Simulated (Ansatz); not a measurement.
# BH$_{3}$···HF: what the fields show

The calculation's input:

```
crystal:
  periodic: [false, false, false]
  atoms:
    - { symbol: B, position_ang: [0.0, 0.0, 0.0] }
    - { symbol: H, position_ang: [0.0, 0.0, 1.54] }
    - { symbol: H, position_ang: [1.0305, 0.0, -0.595] }
    - { symbol: H, position_ang: [-1.0305, 0.0, -0.595] }
    - { symbol: F, position_ang: [0.0677, -1.5359, 0.5108] }
    - { symbol: H, position_ang: [0.0382, -0.8667, 1.4996] }
basis:
  gaussian: { orbitals: def2-TZVP }
hamiltonian:
  xc: b3lyp
  dispersion: d4
relax:
  f_tol: 0.15
  max_steps: 25
  restrain:
    - { distance: [0, 4], at: 2.52, k: 30.0 }
    - { distance: [5, 1], at: 1.86, k: 30.0 }
    - { distance: [0, 1], at: 1.19, k: 30.0 }
    - { distance: [5, 4], at: 0.92, k: 30.0 }
output:
  orbitals: {}
```

Launched as:

```sh
ansatz run input.yaml --threads 2 --pin off --max-ram 3072MiB --backend cpu --events-out ev --progress --plain --runs-dir out
```

The fields are those of the relaxed geometry.

Level of theory: RKS B3LYP-D4/def2-TZVP (Ansatz 0.2.0).

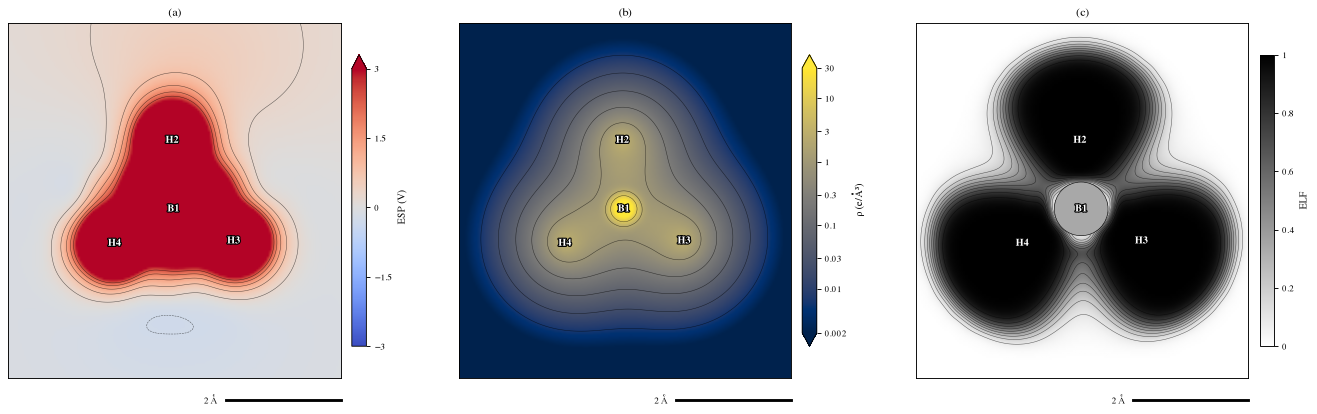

Figure 1. (a) electrostatic potential; (b) total electron density; (c) electron localisation function on the plane of atoms H2, B1 and H4. Grey discs cover the atomic cores in the ELF map.

### What does the map show?

The section cuts through B and H sites.
B–H (1.19 Å): ρ at the midpoint is about 1.3 e/Å³; the ELF climbs to about 1 towards the hydrogen, as it does in any bond to H (a covalent bond by its length).
The potential has no marked negative region in this plane.

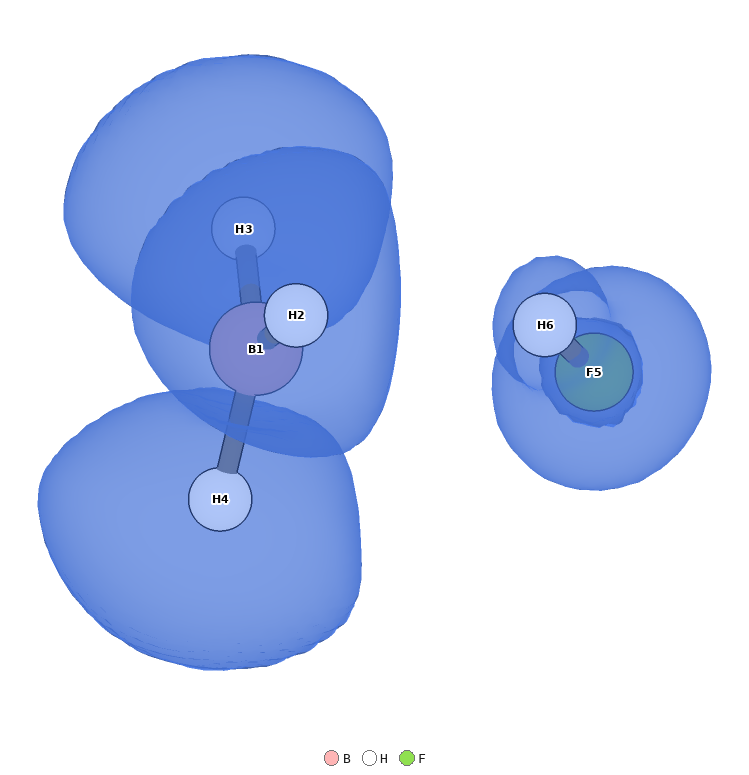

Figure 2. Isosurface of the electron localisation function at 0.75 (blue), seen at a tilt. Core shells and regions of very low density are left out.

### Identify the bonds, lone pairs and shells in this picture.

At this value the surface marks out three regions around hydrogen nuclei and one joined region spread over several atoms (F, H), in which their bonds and any lone pairs are merged. Along the contacts the grid gives the following. B1···H6 (2.32 Å): the ELF dips to about 0.05 between them. F–H (0.93 Å): the ELF climbs to about 1 towards the hydrogen; a covalent bond by its length.

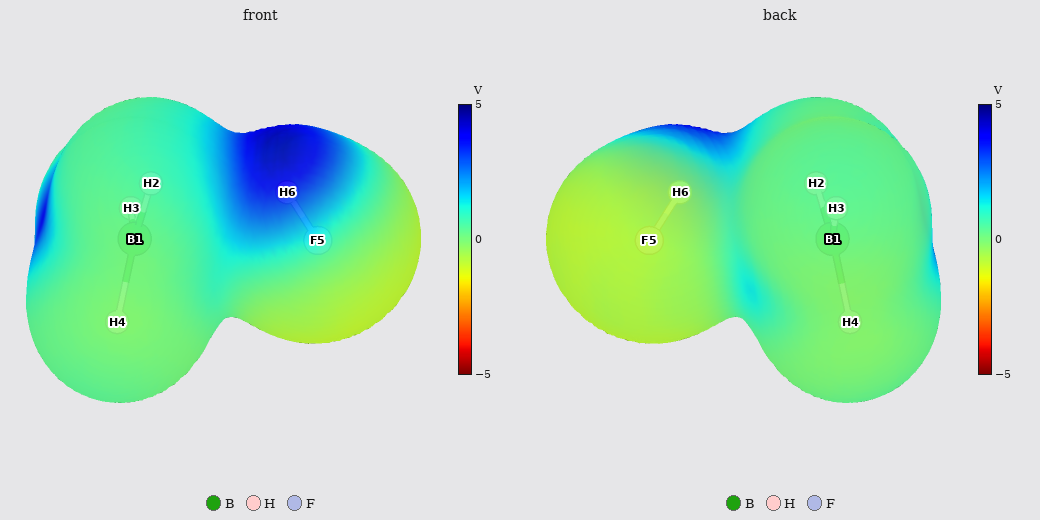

Figure 3. The molecular electrostatic potential painted on the density surface at 0.004 e/bohr³, seen from the front and from behind; red is negative and blue positive.

### Which sites attract a positive test charge, and which a negative one?

A positive charge is drawn to the negative regions and a negative charge to the positive ones. The most negative region (about −0.9 V) lies over F5, the most positive (about +4.4 V) over H6.
